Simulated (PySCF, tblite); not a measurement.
# C₉H₁₂N+: excited states

Wanted: excited states for C₉H₁₂N+ (`C#CC=C=C=C[N+](C)(C)C`).

Programs: tblite 0.8.0 and PySCF 2.14.0, with routines of our own; each step states its level. All values are computed. Atoms count from 0.

### Step 1. The system as given

22 atoms, charge 1, multiplicity 1; geometry from: force field or distance geometry start.

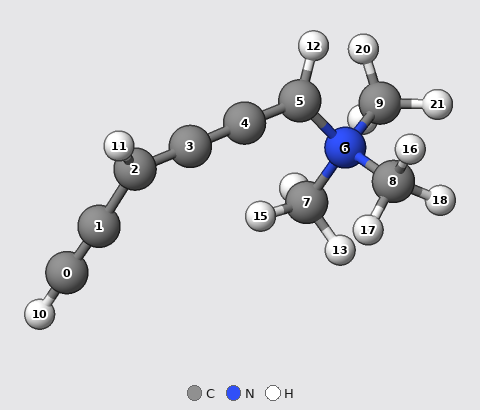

The starting geometry (carbon grey, nitrogen blue, hydrogen white).

### Step 2. Geometry optimisation with GFN2-xTB

Job settings and geometry (Å):

```
{"job": {"kind": "relax", "xc": "GFN2-xTB", "basis": "xTB"}, "charge": 1, "multiplicity": 1}
C      4.591600     0.588400    -0.834400
C      3.967200     0.156600     0.088000
C      3.261500    -0.399800     1.218100
C      1.974700    -0.586800     1.040400
C      0.704600    -0.791900     0.870500
C     -0.580400    -0.973300     0.690400
N     -1.373900    -0.057400    -0.088300
C     -0.647100     0.428400    -1.245700
C     -1.755400     1.096600     0.664600
C     -2.531600    -0.859100    -0.514900
H      5.114700     0.979200    -1.683000
H      3.737600    -0.642200     2.163800
H     -1.093900    -1.821100     1.143400
H     -1.005400     1.467200    -1.475800
H     -0.851500    -0.191000    -2.130500
H      0.423600     0.518100    -0.999000
H     -1.927800     0.898900     1.735500
H     -0.944000     1.862900     0.562300
H     -2.660400     1.588500     0.235500
H     -2.471300    -0.977200    -1.595500
H     -2.459800    -1.858400    -0.066900
H     -3.483300    -0.407000    -0.165000
```

Run with:

```sh
$ OMP_NUM_THREADS=1 python excited_run.py task.json out
```

This one command runs all jobs of the session in turn.

Standard output:

```text
step      E/eV     max force
  0    -753.55274    3.441
  1    -753.62873    5.864
  2    -753.89278    0.954
  3    -753.94665    0.687
  4    -754.05115    0.959
  5    -754.08173    2.748
  6    -754.14816    0.877
  7    -754.18365    0.794
  8    -754.23933    0.739
  9    -754.26077    0.424
 10    -754.28123    0.321
 11    -754.30493    0.563
 12    -754.32601    0.549
 13    -754.34171    0.339
 14    -754.35405    0.254
 15    -754.36641    0.399
 16    -754.37900    0.409
 17    -754.38902    0.227
 18    -754.39708    0.182
 19    -754.40658    0.288
 20    -754.42061    0.479
 21    -754.43878    0.513
 22    -754.45734    0.339
 23    -754.47365    0.210
 24    -754.48686    0.250
 25    -754.49892    0.321
 26    -754.50974    0.247
 27    -754.51845    0.263
 28    -754.52272    0.512
 29    -754.53453    0.312
 30    -754.54624    0.239
 31    -754.56504    0.211
 32    -754.57215    0.216
 33    -754.57892    0.176
 34    -754.58395    0.241
 35    -754.58717    0.100
 36    -754.58909    0.094
 37    -754.59068    0.083
 38    -754.59210    0.130
 39    -754.59338    0.073
 40    -754.59441    0.076
 41    -754.59549    0.072
 42    -754.59701    0.090
 43    -754.59902    0.097
 44    -754.60093    0.095
 45    -754.60235    0.103
 46    -754.60358    0.097
 47    -754.60519    0.102
 48    -754.60724    0.117
 49    -754.60928    0.090
 50    -754.61104    0.091
 51    -754.61300    0.096
 52    -754.61659    0.160
 53    -754.62381    0.284
 54    -754.63459    0.356
 55    -754.64934    0.295
 56    -754.64432    0.822
 57    -754.66184    0.401
 58    -754.67409    0.176
 59    -754.68017    0.240
 60    -754.68911    0.359
 61    -754.69509    0.158
 62    -754.69837    0.108
 63    -754.70043    0.105
 64    -754.70232    0.089
 65    -754.70558    0.118
 66    -754.70785    0.119
 67    -754.71044    0.134
 68    -754.71280    0.104
 69    -754.71492    0.094
 70    -754.71723    0.106
 71    -754.71997    0.131
 72    -754.72144    0.170
 73    -754.72439    0.135
 74    -754.72630    0.127
 75    -754.72912    0.104
 76    -754.73062    0.108
 77    -754.73246    0.076
 78    -754.73348    0.065
 79    -754.73435    0.073
 80    -754.73519    0.078
 81    -754.73601    0.072
 82    -754.73667    0.065
 83    -754.73725    0.070
 84    -754.73787    0.065
 85    -754.73855    0.056
 86    -754.73920    0.050
 87    -754.73970    0.042
 88    -754.74005    0.039
 89    -754.74035    0.036
 90    -754.74069    0.040
 91    -754.74107    0.048
 92    -754.74146    0.046
 93    -754.74185    0.039
 94    -754.74223    0.047
 95    -754.74260    0.042
 96    -754.74294    0.033
 97    -754.74319    0.026
 98    -754.74332    0.024
 99    -754.74340    0.019
100    -754.74345    0.015
101    -754.74352    0.017
102    -754.74359    0.023
103    -754.74369    0.026
104    -754.74378    0.024
105    -754.74386    0.025
106    -754.74395    0.030
107    -754.74406    0.044
108    -754.74421    0.029
109    -754.74435    0.040
110    -754.74440    0.029
111    -754.74444    0.014
112    -754.74450    0.019
113    -754.74455    0.020
114    -754.74458    0.012
115    -754.74460    0.013
116    -754.74463    0.013
117    -754.74466    0.018
118    -754.74473    0.025
119    -754.74481    0.023
120    -754.74490    0.017
121    -754.74498    0.019
122    -754.74505    0.020
123    -754.74512    0.023
124    -754.74520    0.021
125    -754.74526    0.012
126    -754.74529    0.011
127    -754.74531    0.009
```

Wall time 0.84 s (1 thread of Arm Neoverse V2, shared host).

Step by step: (not every step is listed)

```
step  energy from step 0 (eV)  largest force (eV/Å)
   0                   0.0000                3.4409
   1                  -0.0760                5.8643
   2                  -0.3400                0.9540
   3                  -0.3939                0.6867
   4                  -0.4984                0.9592
   5                  -0.5290                2.7479
   6                  -0.5954                0.8772
   7                  -0.6309                0.7941
   8                  -0.6866                0.7393
  19                  -0.8538                0.2878
  30                  -0.9935                0.2389
  41                  -1.0428                0.0715
  52                  -1.0639                0.1597
  63                  -1.1477                0.1049
  74                  -1.1736                0.1274
  85                  -1.1858                0.0562
  96                  -1.1902                0.0330
 107                  -1.1913                0.0438
 118                  -1.1920                0.0246
 122                  -1.1923                0.0195
 123                  -1.1924                0.0231
 124                  -1.1925                0.0214
 125                  -1.1925                0.0124
 126                  -1.1925                0.0115
 127                  -1.1926                0.0089
```

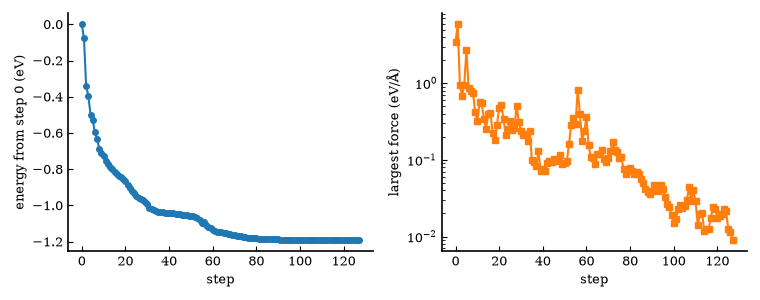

Energy and force, step by step.

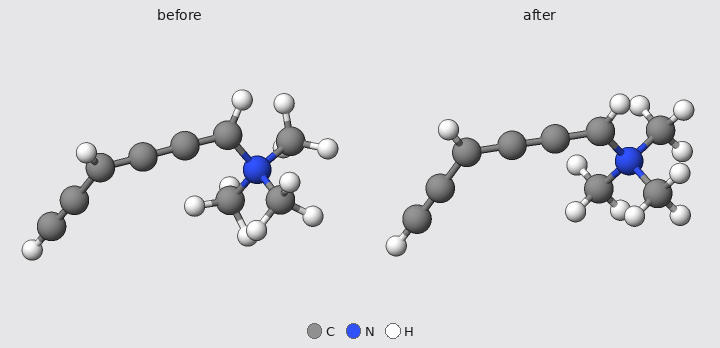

The geometry before (left) and after (right).

Distances of close pairs at the start and the end, largest changes first:

```
  bond  before (Å)  after (Å)  change (Å)
 N6–C8       1.430      1.477      +0.048
 C1–C2       1.444      1.400      -0.044
 C3–C4       1.298      1.254      -0.044
C7–H13       1.123      1.088      -0.034
C8–H17       1.121      1.089      -0.032
 C5–N6       1.440      1.472      +0.031
C8–H18       1.116      1.089      -0.027
 N6–C7       1.450      1.473      +0.023
```

The final coordinates are the input of the step that follows.

### Step 3. Infrared spectrum with GFN2-xTB

Job settings and geometry (Å):

```
{"job": {"kind": "ir", "xc": "GFN2-xTB", "basis": "xTB"}, "charge": 1, "multiplicity": 1}
C      4.755519     0.661468    -0.761512
C      4.077746     0.062019     0.032217
C      3.303682    -0.635836     0.966329
C      1.984361    -0.671503     0.931189
C      0.730609    -0.694303     0.913807
C     -0.581515    -0.730208     0.917740
N     -1.408612    -0.011858    -0.064967
C     -0.608455     0.370126    -1.241472
C     -1.947043     1.201923     0.582388
C     -2.518264    -0.886693    -0.487026
H      5.361190     1.179009    -1.445844
H      3.838132    -1.163635     1.747721
H     -1.147210    -1.252514     1.672478
H     -1.232938     0.892885    -1.963528
H     -0.188651    -0.519148    -1.709454
H      0.210721     1.020757    -0.939541
H     -2.525788     0.930436     1.463959
H     -1.126115     1.847436     0.891699
H     -2.588610     1.746701    -0.108765
H     -3.145340    -0.372200    -1.213554
H     -2.122665    -1.794617    -0.940365
H     -3.131166    -1.160861     0.370288
```

Standard output:

```text
mode    cm-1     km/mol
  1      18.1      0.05
  2      48.9      0.93
  3     117.9      0.07
  4     125.4      0.84
  5     185.5      3.24
  6     196.2      0.12
  7     265.5      0.38
  8     273.0      0.18
  9     277.4      0.12
 10     304.9      0.20
 11     326.9      2.86
 12     357.2      2.57
 13     377.4      1.79
 14     422.4      0.63
 15     442.3      0.98
 16     482.6      0.62
 17     503.3      1.22
 18     550.9      2.59
 19     641.2     47.30
 20     667.9     21.37
 21     698.1      7.72
 22     787.5      3.36
 23     798.1      0.64
 24     893.2     30.72
 25     962.1     41.47
 26     991.2     10.86
 27    1000.9      5.07
 28    1022.1      0.07
 29    1074.6      6.04
 30    1081.0      0.24
 31    1083.9      0.26
 32    1176.9      7.37
 33    1227.1      0.80
 34    1232.0      0.80
 35    1256.2      2.66
 36    1300.7      3.06
 37    1408.2     18.82
 38    1409.6     19.83
 39    1429.6     19.00
 40    1438.2      0.65
 41    1452.9      2.91
 42    1453.8      2.45
 43    1460.6     23.52
 44    1465.2     27.23
 45    1478.6     52.39
 46    1688.0      3.92
 47    2141.7    133.13
 48    2239.6     22.88
 49    3026.0      2.68
 50    3034.1      1.09
 51    3038.0      1.52
 52    3038.6      0.31
 53    3042.5      0.75
 54    3043.1      1.52
 55    3043.2      0.21
 56    3045.4      4.60
 57    3047.9      3.90
 58    3049.3      4.50
 59    3088.4     13.14
 60    3384.8     45.10
```

It took 0.76 s on 1 thread of Arm Neoverse V2, shared host.

Which atoms move in the most intense modes:

```
cm⁻¹  km/mol                                   atoms
 641    47.3                       H10 63 %, C0 11 %
 893    30.7               C2 21 %, C5 19 %, N6 13 %
 962    41.5               C2 25 %, C5 18 %, N6 11 %
1461    23.5  H13 26 %, H18 23 %, H14 13 %, H16 11 %
1465    27.2            H19 37 %, H21 21 %, H20 13 %
1479    52.4  H15 16 %, H14 16 %, H17 14 %, H16 13 %
2142   133.1                        C4 40 %, C3 36 %
3385    45.1                       H10 86 %, C0 13 %
```

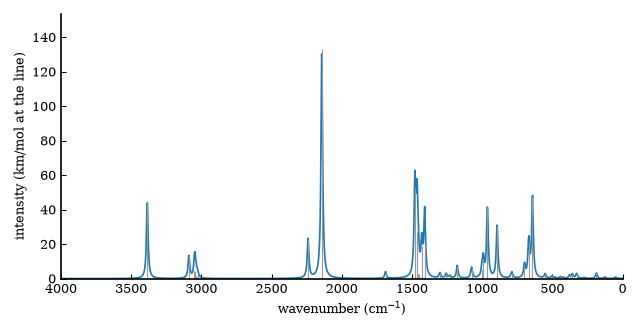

The infrared spectrum from these modes, unscaled. Lines are broadened to a width of 14 cm⁻¹ (Lorentzian).

### Step 4. Excited states: TDA BHandHLYP/def2-SVP

The job, as its differences from that of step 3:

```diff
@@ -1,2 +1,2 @@
-{"job": {"kind": "ir", "xc": "GFN2-xTB", "basis": "xTB"}, "charge": 1, "multiplicity": 1}
+{"job": {"kind": "states", "xc": "BHandHLYP", "basis": "def2-SVP", "tda": true, "soc": true, "nstates": 6, "ntriplets": 5, "nquad": 4}, "charge": 1, "multiplicity": 1}
 C      4.755519     0.661468    -0.761512
```

Method: TDA BHandHLYP/def2-SVP excited states, vertical, gas phase, spin-orbit mean-field couplings.

Standard output:

```text
coarse grid: 18280 points
cycle   1  E = -403.7909458223  dE =  2.149e+00  |g| = 6.117e-01  |ddm| = 5.053e+00
cycle   2  E = -403.7567447845  dE =  3.420e-02  |g| = 7.772e-01  |ddm| = 1.487e+00
cycle   3  E = -403.9016951759  dE = -1.450e-01  |g| = 9.026e-02  |ddm| = 7.881e-01
cycle   4  E = -403.9023540904  dE = -6.589e-04  |g| = 8.776e-02  |ddm| = 1.709e-01
cycle   5  E = -403.9043902612  dE = -2.036e-03  |g| = 1.612e-02  |ddm| = 8.776e-02
cycle   6  E = -403.9044560509  dE = -6.579e-05  |g| = 6.275e-03  |ddm| = 1.790e-02
cycle   7  E = -403.9044687002  dE = -1.265e-05  |g| = 1.853e-03  |ddm| = 8.357e-03
cycle   8  E = -403.9044699581  dE = -1.258e-06  |g| = 6.895e-04  |ddm| = 2.752e-03
final grid: 176328 points
cycle   9  E = -403.9590916096  dE = -3.013e-05  |g| = 3.054e-03  |ddm| = 3.300e-02
cycle  10  E = -403.9590926614  dE = -1.052e-06  |g| = 2.358e-03  |ddm| = 6.329e-03
cycle  11  E = -403.9590940246  dE = -1.363e-06  |g| = 6.210e-04  |ddm| = 2.840e-03
cycle  12  E = -403.9590941217  dE = -9.709e-08  |g| = 2.399e-04  |ddm| = 7.835e-04
cycle  13  E = -403.9590941359  dE = -1.422e-08  |g| = 7.387e-05  |ddm| = 2.477e-04
cycle  14  E = -403.9590941373  dE = -1.353e-09  |g| = 2.047e-05  |ddm| = 8.469e-05
cycle  15  E = -403.9590941374  dE = -1.353e-10  |g| = 6.576e-06  |ddm| = 2.516e-05
converged SCF energy = -403.9590941374

Singlet excitations
state   eV       nm        f     d(h-e)  d(exc)  Lambda  PR(NTO)  |dmu|/D   mu/D   main configurations
  1   4.4302   279.9   0.00014   1.511   3.317   0.344   1.039    4.589    3.797   H-1->L 0.82, H-2->L 0.13
  2   4.5583   272.0   0.00101   0.084   2.931   0.453   1.093    0.344    5.337   H-2->L 0.82, H-1->L 0.13
  3   4.8350   256.4   0.91621   0.970   3.428   0.786   1.253    2.217    4.295   H->L 0.86
  4   5.1507   240.7   0.00041   0.741   3.166   0.463   1.082    2.270    4.232   H->L+1 0.89
  5   6.5314   189.8   0.20216   0.087   3.122   0.741   1.697                     H-3->L 0.69, H-2->L+1 0.09
  6   6.7303   184.2   0.00014   0.467   2.675   0.385   1.233                     H->L+3 0.35, H->L+5 0.27, H-3->L+1 0.11

Triplet excitations (Tamm-Dancoff)
state   eV     d(h-e)  d(exc)  Lambda  PR(NTO)   main configurations
  1   2.1617   0.111   3.168   0.809   1.072   H->L 0.93
  2   4.1556   0.965   3.134   0.368   1.092   H-1->L 0.64, H-2->L 0.29
  3   4.2523   0.387   2.973   0.429   1.109   H-2->L 0.69, H-1->L 0.26
  4   4.5005   0.405   2.813   0.752   1.411   H-3->L 0.78
  5   4.8417   0.748   3.112   0.464   1.051   H->L+1 0.88
S1 - T1 = 2.2685 eV

Spin-orbit couplings |<S|Hso|T>| (cm-1)
             T1       T2       T3       T4       T5
S0        0.082    6.601   11.504    0.320   11.310
S1        6.309    0.468    1.670    8.494    0.267
S2        2.167    1.613    0.326    2.737    0.080
S3        0.055   10.546    5.973    0.175    0.388
S4        1.095    0.421    0.241    1.675    0.229
S5        0.056    8.546    4.005    0.110    1.814
S6        4.622    0.174    0.306    4.425    2.096
T1 sublevels (cm-1): 0.000 0.000 0.000   radiative rates (1/s): 0.000309 0.000134 0.000597
```

It took 46 s on 1 thread of Arm Neoverse V2, shared host; peak memory 0.91 GiB.

From this job:

```
  quantity    value
S1 less T1  2.27 eV
```

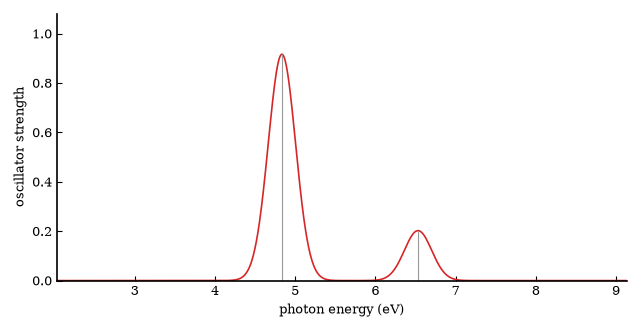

Absorption lines of the singlets. Lines are broadened to a width of 0.40 eV (Gaussian).

Orbitals, density, ELF and potential are computed afterwards from the orbital file.

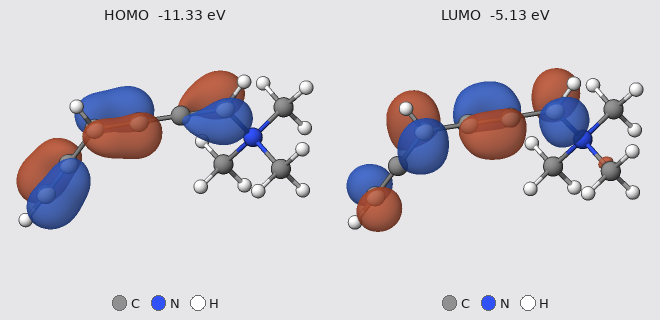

BHandHLYP/def2-SVP orbitals near the gap, drawn at the value that encloses 70 % of each; the two colours are the two signs.

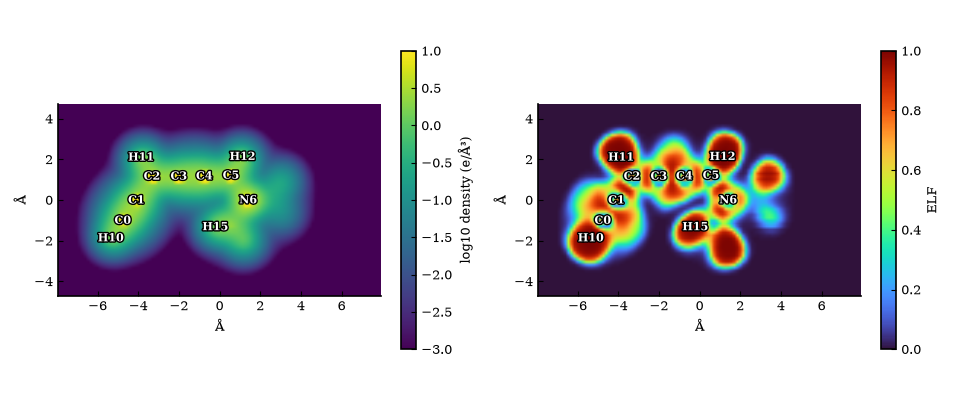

Density (left) and ELF (right) in a plane through or near 11 of the atoms.

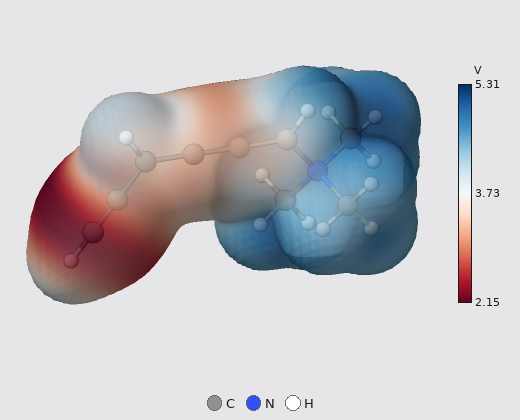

Electrostatic potential on the surface of density 0.002 e/bohr³; red is low, blue high. It runs, from the 1st to the 99th percentile, from 2.15 V near C0 to 5.31 V near H19.

### Step 5. Summary of results

| quantity | value |
| --- | --- |
| strongest single infrared mode (GFN2-xTB) | 2142 cm⁻¹, 133 km/mol |
| zero-point energy (GFN2-xTB) | 113.1 kcal/mol |
| S1 less T1 (step 4, TDA BHandHLYP/def2-SVP) | 2.27 eV |

**Reading.** No mode is imaginary among the 60: a minimum at this level. The strongest single mode, at 2142 cm⁻¹, moves mainly C4 and C3. Unscaled tight-binding wavenumbers are off by several per cent, some by more. Its intensities can rank the bands wrongly. In step 4, the number of triplets below S1 is 3, and the largest singlet-triplet spin-orbit coupling is S0–T3, 11.50 cm⁻¹. By nearest atom (BHandHLYP/def2-SVP), the HOMO sits on C0, C3, C5 about 20 % each; C1, C2 about 13 % each and the LUMO on C2 23 %; C4, C5 about 16 % each.
